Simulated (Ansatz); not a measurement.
## Electronic structure of H4MoO5 in real space

```xyz
10

Mo   -0.2635    0.3169    0.0527
O    -0.2286    1.4549   -1.4686
O    -0.5870   -1.1237   -1.2600
O    -1.5280    0.9442    0.9728
O     0.8840   -0.6927    1.2044
O    -1.1110   -1.8323   -0.0959
H     1.7450   -0.3716    1.5242
H     0.9948    1.4170    0.4022
H    -0.3081   -2.2980    0.2537
H     0.4023    2.1853   -1.5853
```

Geometry: PBE-D4/def2-SVP; core potentials replace the inner electrons of Mo.

These are results of Ansatz, RKS PBE0-D4/def2-TZVP, not measurements.

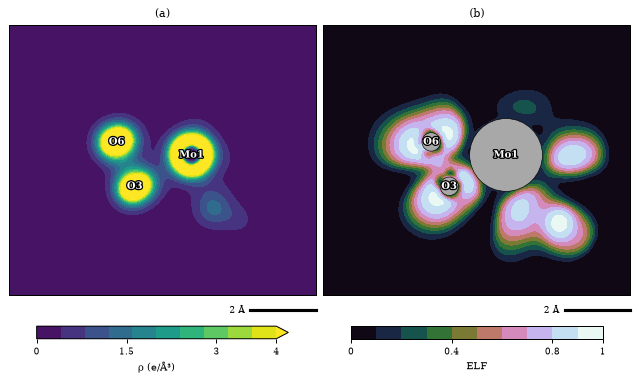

Figure 1. (a) electron density; (b) electron localisation function on the plane of atoms Mo1, O3 and O6. Grey discs cover the atomic cores in the ELF map.

### Interpret the plot.

- The plane passes through Mo and O nuclei.
- O–O (1.46 Å): the density is about 1.8 e/Å³ at the midpoint; the ELF peaks at about 0.75 between the atoms.
- The ELF also peaks beside O6, away from the bonds: lone-pair regions.

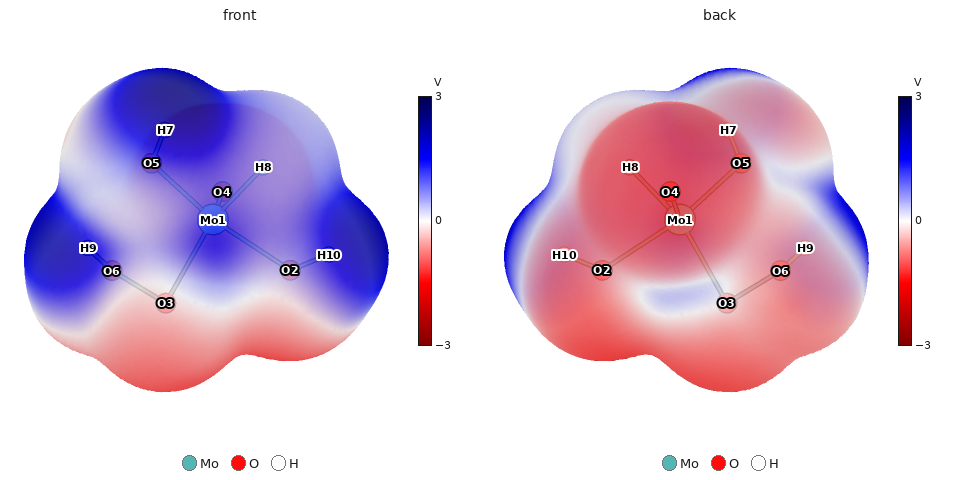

Figure 2. The molecular electrostatic potential painted on the density surface at 0.001 e/bohr³, seen from the front and from behind; red is negative and blue positive.

### Where is the surface potential most negative and most positive?

The most negative region (about −1.1 V) lies over O2 and O4, the most positive (about +2.4 V) over H7.

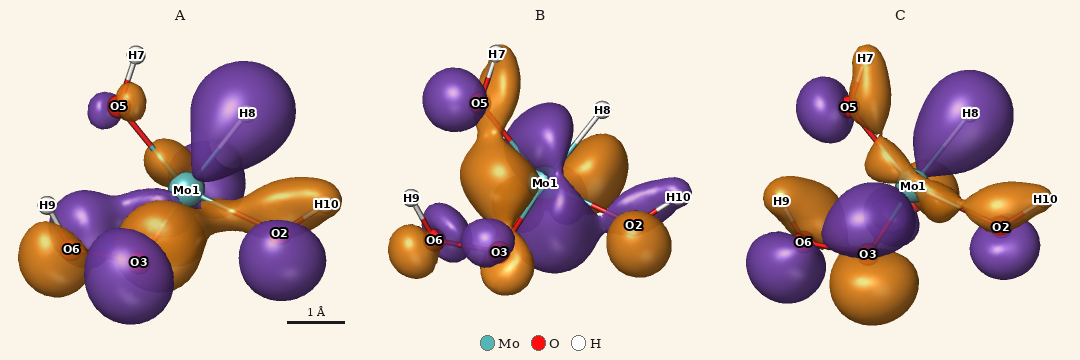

Figure 3. Three frontier orbitals at ±0.1 Å⁻³ᐟ² (orange and purple are the two phases), in no order.

### Which picture is the HOMO−1, the HOMO and the LUMO?

C is the HOMO−1 (−8.98 eV). By Hirshfeld shares it lies mainly on O3 (about 35 %), O6 (about 20 %), Mo1 (about 10 %), H8 (about 10 %), O2 (about 10 %) and O5 (about 5 %). A is the HOMO (−8.66 eV). It lies mainly on O3 (about 30 %), O2 (about 15 %), Mo1 (about 15 %), O4 (about 15 %), H8 (about 10 %) and O6 (about 10 %). B is the LUMO (−3.14 eV). It lies mainly on Mo1 (about 65 %), O5 (about 10 %) and O2 (about 10 %).

### What is the HOMO–LUMO gap?

5.52 eV between the orbital energies.

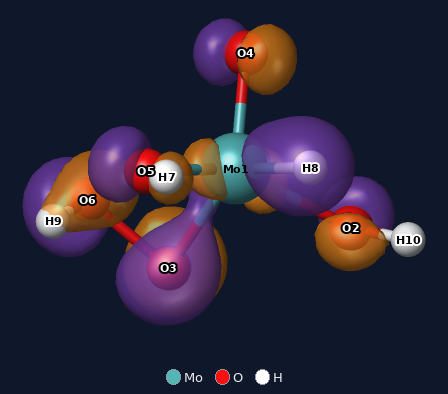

Figure 4. The HOMO−1 at ±0.15 Å⁻³ᐟ² (orange and purple are the two phases), seen from one side.

### Describe this orbital and give its energy.

It lies mainly on O3 (about 35 %), O6 (about 20 %), Mo1 (about 10 %), H8 (about 10 %), O2 (about 10 %) and O5 (about 5 %). Its energy is −8.98 eV.
